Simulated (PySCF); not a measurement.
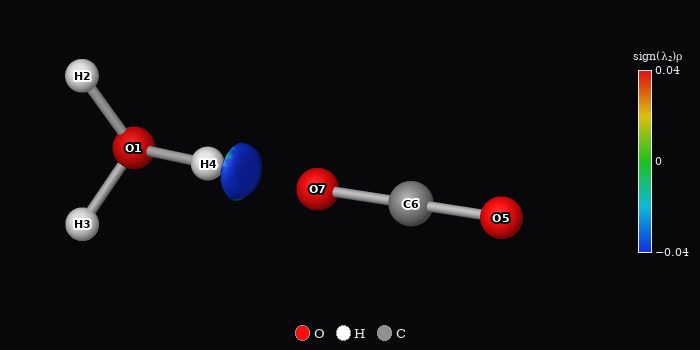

*CH3O3, charge +1, SMILES `[OH3+].O=C=O`. Non-covalent interaction surfaces between the fragments (reduced density gradient s = 0.5, coloured by sign(λ₂)ρ in a.u.; trimmed to the region between the fragments where ρ is under 0.06 a.u.). Fragment A: H3O(+1) (atoms 1–4); fragment B: CO2.*

PySCF calculation, B3LYP/6-311G**, gas phase; geometry: GFN2-xTB.

The calculation's input:

```python
import numpy as np
from pyscf import gto, scf, dft
from pyscf.scf import atom_ks, atom_hf
from scipy.linalg import block_diag
from pyscf.dispersion import dftd3

def solve(mol, dm0=None, hcore=None):
    mf = (dft.UKS if mol.spin else dft.RKS)(mol, xc='b3lyp')
    mf.grids.level = 3
    mf = mf.density_fit(auxbasis='def2-universal-jkfit')
    mf.conv_tol, mf.max_cycle = 1e-8, 80
    if hcore is not None:
        mf.get_hcore = lambda *args: hcore
    mf.kernel(dm0)
    if not mf.converged:
        mf = mf.newton().run(mf.mo_coeff, mf.mo_occ, max_cycle=30)
    assert mf.converged, 'SCF not converged'
    return mf

mol = gto.M(atom='''
O     -2.49052    -0.00215     0.12270
H     -2.87628    -0.80658    -0.27888
H     -2.87532     0.80746    -0.26930
H     -1.47305    -0.00172     0.05357
O      2.37103    -0.00280     0.06141
C      1.24540     0.00087    -0.01890
O      0.08853     0.00441    -0.10811
''', basis='6-311g**', charge=1, spin=0, verbose=4)
mol_a = gto.M(atom='''
O     -2.49052    -0.00215     0.12270
H     -2.87628    -0.80658    -0.27888
H     -2.87532     0.80746    -0.26930
H     -1.47305    -0.00172     0.05357
ghost-O      2.37103    -0.00280     0.06141
ghost-C      1.24540     0.00087    -0.01890
ghost-O      0.08853     0.00441    -0.10811
''', basis='6-311g**', charge=1, spin=0, verbose=4)
mol_b = gto.M(atom='''
ghost-O     -2.49052    -0.00215     0.12270
ghost-H     -2.87628    -0.80658    -0.27888
ghost-H     -2.87532     0.80746    -0.26930
ghost-H     -1.47305    -0.00172     0.05357
O      2.37103    -0.00280     0.06141
C      1.24540     0.00087    -0.01890
O      0.08853     0.00441    -0.10811
''', basis='6-311g**', charge=0, spin=0, verbose=4)
ab, a, b = solve(mol), solve(mol_a), solve(mol_b)
e_int = ab.e_tot - a.e_tot - b.e_tot
print('counterpoise-corrected interaction energy / kcal/mol', e_int * 627.5095)
def disp(atoms, charge):
    m = gto.M(atom=atoms, charge=charge, basis='sto-3g', spin=None, unit='Bohr', verbose=0)
    return dftd3.DFTD3Dispersion(m, xc='b3lyp', version='d3bj').get_dispersion()['energy']
e_disp = disp(mol._atom, mol.charge) - disp(mol._atom[:4], mol_a.charge) - disp(mol._atom[4:], mol_b.charge)
print('D3(BJ) part / kcal/mol', e_disp * 627.5095)
# spherically averaged free atoms, for the promolecule
atm = atom_ks.get_atm_nrks(mol, xc='b3lyp')
pro = block_diag(*[(atm[a[0]][2] * atm[a[0]][3]) @ atm[a[0]][2].T for a in mol._atom])
np.savez('result.npz', e_int=e_int, e_disp=e_disp, dm_a=a.make_rdm1(), dm_b=b.make_rdm1(), c=ab.mo_coeff, occ=ab.mo_occ, eps=ab.mo_energy, pro=pro, d=[f.dip_moment(verbose=0) for f in (ab, a, b)])
```

Command:

```sh
OMP_NUM_THREADS=1 python input.py
```

The run took 28 s on 1 thread of AMD EPYC (Zen 3), on a shared host, peak memory 0.41 GiB.

Partitions, critical points and surface values were worked out afterwards from this run's density.

Q: Interpret the surfaces between the fragments.

A: Bond critical points between the fragments: H4···O7, hydrogen bond, 1.57 Å, ρ = 0.052 a.u. It appears blue (attractive, sign(λ₂)ρ well below zero). The pose is a local one from a semi-empirical search, not shown to be the most stable. With a charged fragment, long-range electrostatics, which these surfaces don't show, weighs heavily in the interaction energy.

Q: How strongly are they bound?

A: The counterpoise-corrected interaction energy of the frozen fragments is −17.3 kcal/mol without dispersion correction and −18.2 kcal/mol with D3(BJ). The pair geometry is semi-empirical, not a minimum at this level.
